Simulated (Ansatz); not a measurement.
CsTaS2 (space group P-6m2, No. 187). Coordinates: the end point of a relaxation with DFT PBE, scalar-relativistic, plane waves, PAW in Ansatz 0.2.0; the starting structure was generated, so it need not be a known form of this composition.

```cif
data_structure
_symmetry_space_group_name_H-M 'P-6m2'
_symmetry_Int_Tables_number 187
_cell_length_a 3.5424
_cell_length_b 3.5424
_cell_length_c 8.2685
_cell_angle_alpha 90.000
_cell_angle_beta 90.000
_cell_angle_gamma 120.000
_cell_volume 89.86
loop_
_atom_site_label
_atom_site_type_symbol
_atom_site_symmetry_multiplicity
_atom_site_Wyckoff_symbol
_atom_site_fract_x
_atom_site_fract_y
_atom_site_fract_z
_atom_site_occupancy
Cs1 Cs 1 d 0.33333 0.66667 0.50000 1
Ta1 Ta 1 e 0.66667 0.33333 0.00000 1
S1 S 2 g 0.00000 0.00000 0.18177 1
```

Describe the stacking along c, naming the columns A, B, C as they first turn up.

Ta(A) – S(B) – Cs(C) – S(B) (four layers in 8.27 Å).

S layers alone: BB, a sequence in which some neighbouring layers lie directly above each other.

Cs: one trigonal-prismatic site; Ta: one trigonal-prismatic site in each hexagonal cell.

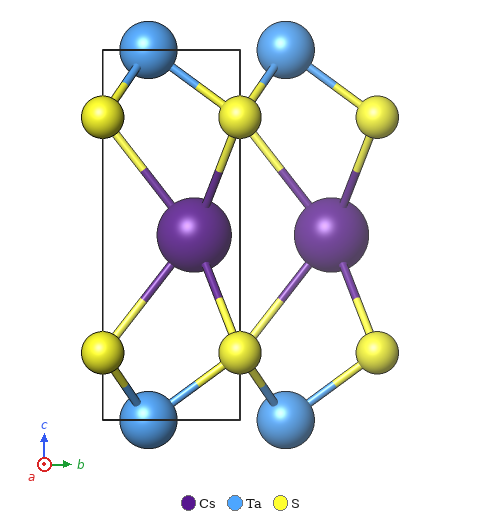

The picture looks along a close-packed row of the hexagonal mesh; c points upwards. Every atom sits on one of the three columns of the mesh; call them A, B, C in the order in which they first turn up. The sequence starts with the first layer at or above the cell's origin.
